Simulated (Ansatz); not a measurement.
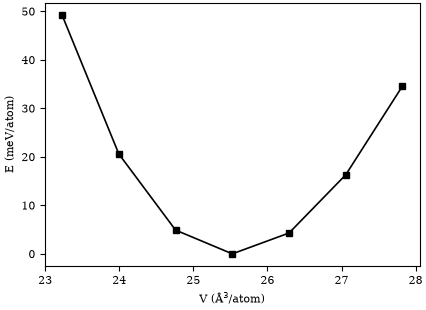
*InGaAs$_{2}$ in space group P-4m2 (No. 115; In on 1d, Ga on 1b, As on 2g) under volume change, DFT-r²SCAN in the program Ansatz with PAW potentials, shape and atoms relaxed at each volume.*

Question: What does a third-order Birch–Murnaghan fit give for V₀, B₀ and B′?

Answer: V₀ = 25.53 Å³/atom, B₀ = 63.3 GPa, B′ = 4.8.

The first step of the workflow began from a Materials Project structure, measured or hypothetical; the Crystallography Open Database copy checked does not list it. With In and Ga taken as one species the cell has the higher symmetry F-43m, so it may be an ordered model of a mixed-site phase. Its standing as an ambient phase is unchecked. Symmetry was held in the r²SCAN relaxation; its stability against distortions is not shown here.

Potentials: the later of the program's two PAW sets.
